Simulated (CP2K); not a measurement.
**GFN2-xTB run of GaSiH5SO2 (SMILES [OH][Ga]([OH])[S][SiH3])**

What is the vertical ionisation energy of GaSiH5SO2 at GFN2-xTB? 

The calculation is run with CP2K 2026.2.

4 further runs of the same task are left out: 2 that didn't finish, 2 set aside as unsound or not needed.

## (1) The system as given

The species is GaSiH5SO2 (10 atoms), meant as a singlet with charge 0. SMILES: `[OH][Ga]([OH])[S][SiH3]`. The shape comes from a force field and isn't a relaxed structure. This is one conformer, not always the lowest.

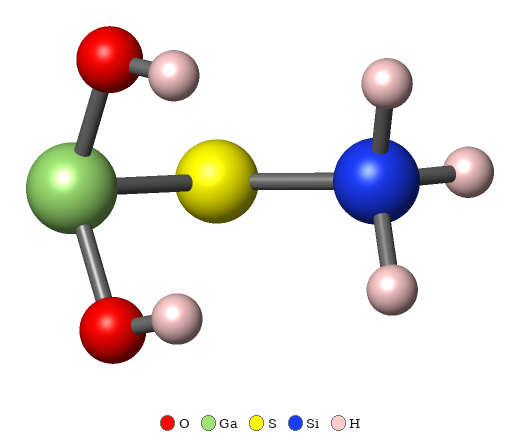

Viewed from a chosen angle; oxygen red, gallium green, sulfur yellow, silicon blue, hydrogen pink.

## (2) Energy and gradient at GFN2-xTB

File molecule.pdb:

```
HETATM    1 O    MOL A   1      -2.083  -0.653   0.944  1.00  0.00           O
HETATM    2 Ga   MOL A   1      -1.072  -1.771  -0.149  1.00  0.00          GA
HETATM    3 O    MOL A   1       0.631  -2.253   0.474  1.00  0.00           O
HETATM    4 S    MOL A   1      -0.331  -0.209  -1.716  1.00  0.00           S
HETATM    5 Si   MOL A   1       0.681   1.352  -0.760  1.00  0.00          SI
HETATM    6 H    MOL A   1      -1.504  -0.135   1.546  1.00  0.00           H
HETATM    7 H    MOL A   1       0.939  -1.572   1.166  1.00  0.00           H
HETATM    8 H    MOL A   1       1.900   0.816  -0.079  1.00  0.00           H
HETATM    9 H    MOL A   1       1.107   2.367  -1.700  1.00  0.00           H
HETATM   10 H    MOL A   1      -0.185   2.008   0.278  1.00  0.00           H
END
```

File gas.inp:

```
&GLOBAL
  PROJECT gas
  RUN_TYPE ENERGY_FORCE
  PRINT_LEVEL MEDIUM
&END GLOBAL
&FORCE_EVAL
  METHOD Quickstep
  &DFT
    # Quickstep
    &QS
      METHOD XTB
      EPS_DEFAULT 1.0E-10
      &XTB
        GFN_TYPE TBLITE
        &TBLITE
          METHOD GFN2
        &END TBLITE
        CHECK_ATOMIC_CHARGES F
      &END XTB
    &END QS
    # isolated system
    &POISSON
      PERIODIC NONE
      POISSON_SOLVER ANALYTIC
    &END POISSON
    &SCF
      SCF_GUESS ATOMIC
      EPS_SCF 1.0E-06
      MAX_SCF 150
      ADDED_MOS 8
      &DIAGONALIZATION
        ALGORITHM STANDARD
      &END DIAGONALIZATION
      &MIXING
        METHOD DIRECT_P_MIXING
        ALPHA 0.4
      &END MIXING
      &SMEAR ON
        METHOD FERMI_DIRAC
        ELECTRONIC_TEMPERATURE [K] 300
      &END SMEAR
    &END SCF
    # extra output
    &PRINT
      &MOMENTS
        PERIODIC F
        REFERENCE COM
        MAX_MOMENT 1
      &END MOMENTS
      &MO ON
        ENERGIES T
        OCCUPATION_NUMBERS T
        NDIGITS 6
        &EACH
          QS_SCF 0
        &END EACH
        ADD_LAST NUMERIC
      &END MO
      &HIRSHFELD OFF
      &END HIRSHFELD
    &END PRINT
  &END DFT
  # structure
  &SUBSYS
    &CELL
      ABC 20 20.6 19.3
      PERIODIC NONE
    &END CELL
    &TOPOLOGY
      COORD_FILE_NAME molecule.pdb
      COORD_FILE_FORMAT PDB
      CONN_FILE_FORMAT OFF
      &CENTER_COORDINATES
      &END CENTER_COORDINATES
    &END TOPOLOGY
  &END SUBSYS
  # extra output
  &PRINT
    &FORCES ON
    &END FORCES
  &END PRINT
&END FORCE_EVAL
```

Started as:

```console
$ OMP_NUM_THREADS=1 cp2k.psmp gas.inp > gas.out
```

What it wrote:

```text
CP2K| version string:                                       CP2K version 2026.2
[...]
 GLOBAL| Method name                                                        CP2K
[...]
 GLOBAL| Run type                                                   ENERGY_FORCE
[...]
                             - Atoms:                                         10
[...]
                             - Spherical basis functions:                     40
[...]
 Number of electrons:                                                         30
[...]
  *** SCF run converged in    25 steps ***
[...]
  Fermi energy:                                                -0.37386700884752
[...]
 TB_DIPOLE| Moment [Debye]          2.14577929       3.49750316       1.26900932
 TB_DIPOLE| Derivative [a.u.]       0.00000000       0.00000000       0.00000000
[...]
 ENERGY| Total FORCE_EVAL ( QS ) energy [hartree]            -16.933246506050637
 FORCES| Atomic forces [hartree/bohr]
 FORCES|   Atom     x               y               z               |f|
 FORCES|      1  1.67405526E-02 -4.38180311E-03  7.43900009E-03   1.88357379E-02
 FORCES|      2  2.23016812E-02  2.95203071E-02  1.31866264E-02   3.92772279E-02
 FORCES|      3 -5.31521844E-03  2.55787944E-02  2.83689668E-02   3.85658469E-02
 FORCES|      4 -1.42870536E-02 -1.46852270E-02 -2.83607101E-02   3.49872215E-02
 FORCES|      5  1.21729011E-02  1.34829003E-02  3.41862293E-02   3.87126128E-02
 FORCES|      6 -1.52800198E-02 -1.12825353E-02 -9.26354726E-03   2.11326268E-02
 FORCES|      7 -1.07617518E-02 -3.19917448E-02 -2.62707427E-02   4.27719413E-02
 FORCES|      8 -8.21625705E-03  2.38608242E-03 -4.02672496E-03   9.45593904E-03
 FORCES|      9 -2.84266789E-03 -2.44948387E-03 -7.20729351E-03   8.12562685E-03
 FORCES|     10  5.48783368E-03 -6.17729005E-03 -8.05180408E-03   1.15371912E-02
 FORCES| Sum     1.00613962E-16 -6.24500451E-17 -1.02348685E-16
 FORCES| Total atomic force                                       1.56519746E-16
[...]
```

It took 0.24 s on 1 thread of Arm Neoverse V2, shared host.

## (3) The doublet cation

molecule.pdb is that of step 2.

File molecule.inp:

```
&GLOBAL
 PROJECT molecule
 RUN_TYPE ENERGY_FORCE
 PRINT_LEVEL MEDIUM
&END GLOBAL
&FORCE_EVAL
 METHOD Quickstep
 &DFT
  CHARGE 1
  MULTIPLICITY 2
  UKS T
  &QS
   METHOD XTB
   EPS_DEFAULT 1.0E-10
   &XTB
    GFN_TYPE TBLITE
    &TBLITE
     METHOD GFN2
    &END TBLITE
    CHECK_ATOMIC_CHARGES F
   &END XTB
  &END QS
  &POISSON
   PERIODIC NONE
   POISSON_SOLVER ANALYTIC
  &END POISSON
  &SCF
   SCF_GUESS ATOMIC
   EPS_SCF 1.0E-06
   MAX_SCF 150
   ADDED_MOS 4
   &DIAGONALIZATION
    ALGORITHM STANDARD
   &END DIAGONALIZATION
   &MIXING
    METHOD DIRECT_P_MIXING
    ALPHA 0.4
   &END MIXING
   &SMEAR ON
    METHOD FERMI_DIRAC
    ELECTRONIC_TEMPERATURE [K] 300
   &END SMEAR
  &END SCF
  &PRINT
   &MOMENTS
    PERIODIC F
    REFERENCE COM
    MAX_MOMENT 1
   &END MOMENTS
   &MO ON
    ENERGIES T
    OCCUPATION_NUMBERS T
    NDIGITS 6
    &EACH
     QS_SCF 0
    &END EACH
    ADD_LAST NUMERIC
   &END MO
   &HIRSHFELD OFF
   &END HIRSHFELD
  &END PRINT
 &END DFT
 &SUBSYS
  &CELL
   ABC [angstrom] 20 20.6 19.3
   PERIODIC NONE
  &END CELL
  &TOPOLOGY
   COORD_FILE_NAME molecule.pdb
   COORD_FILE_FORMAT PDB
   CONN_FILE_FORMAT OFF
   &CENTER_COORDINATES
   &END CENTER_COORDINATES
  &END TOPOLOGY
 &END SUBSYS
 &PRINT
  &FORCES ON
  &END FORCES
 &END PRINT
&END FORCE_EVAL
```

Started as:

```console
$ OMP_NUM_THREADS=1 cp2k.psmp molecule.inp > molecule.out
```

What it wrote:

```text
CP2K| version string:                                       CP2K version 2026.2
[...]
 GLOBAL| Method name                                                        CP2K
[...]
 GLOBAL| Run type                                                   ENERGY_FORCE
[...]
                             - Atoms:                                         10
[...]
                             - Spherical basis functions:                     40
[...]
 Number of electrons:                                                         15
[...]
  *** SCF run converged in    37 steps ***
[...]
  Fermi energy:                                                -0.60564969235490
[...]
 TB_DIPOLE| Moment [Debye]          4.32829128       7.27604867       0.21914032
 TB_DIPOLE| Derivative [a.u.]       0.00000000       0.00000000       0.00000000
[...]
 ENERGY| Total FORCE_EVAL ( QS ) energy [hartree]            -16.433398294044643
 FORCES| Atomic forces [hartree/bohr]
 FORCES|   Atom     x               y               z               |f|
 FORCES|      1  2.01800512E-02 -5.34920597E-03 -4.02891455E-03   2.12621877E-02
 FORCES|      2  1.39608890E-02  1.38346110E-02  3.00807175E-02   3.59326098E-02
 FORCES|      3 -9.81191395E-03  3.04542298E-02  1.75015285E-02   3.64696760E-02
 FORCES|      4 -1.50069173E-02 -1.90836272E-02 -3.30650295E-02   4.10205871E-02
 FORCES|      5  2.27516659E-02  3.58612767E-02  3.50161217E-02   5.50436031E-02
 FORCES|      6 -1.57561346E-02 -1.03054570E-02 -4.21258990E-03   1.92925928E-02
 FORCES|      7 -8.48269338E-03 -3.26010930E-02 -2.15286457E-02   3.99783683E-02
 FORCES|      8 -7.26135385E-03 -2.68148033E-03 -3.65334432E-03   8.55946968E-03
 FORCES|      9 -2.45639259E-03 -1.80261791E-03 -9.54821145E-03   1.00225565E-02
 FORCES|     10  1.88279957E-03 -8.32663615E-03 -6.56163219E-03   1.07672104E-02
 FORCES| Sum    -8.23993651E-18  8.84708973E-17  5.98479599E-17
 FORCES| Total atomic force                                       1.07129709E-16
[...]
```

It took 0.32 s on 1 thread of Arm Neoverse V2, shared host.

## (4) What came out

Level: GFN2-xTB.

```
                                                    quantity         value
                             singlet GaSiH5SO2: total energy  -16.93325 Eh
singlet GaSiH5SO2: dipole moment (from atomic charges alone)        4.30 D
                              singlet GaSiH5SO2: HOMO energy     -10.64 eV
                              singlet GaSiH5SO2: LUMO energy      -9.70 eV
                            singlet GaSiH5SO2: HOMO–LUMO gap       0.94 eV
                 singlet GaSiH5SO2: largest force on an atom    2.199 eV/Å
                                doublet cation: total energy  -16.43340 Eh
          doublet cation: HOMO energy (highest over α and β)     -16.53 eV
           doublet cation: LUMO energy (lowest over α and β)     -16.43 eV
                    doublet cation: largest force on an atom    2.830 eV/Å
          vertical ionisation energy (to the doublet cation)     13.602 eV
```

What this shows: Removing an electron at fixed nuclei costs 13.60 eV (314 kcal/mol). The largest force (singlet GaSiH5SO2) is 2.20 eV/Å: the shape isn't a stationary point for this species at this level. xTB total energies overstate such differences by several eV unless an empirical shift is taken off; none is applied here. The dipole (singlet GaSiH5SO2) comes from point charges on the atoms alone, without atomic dipoles, so it is partial.
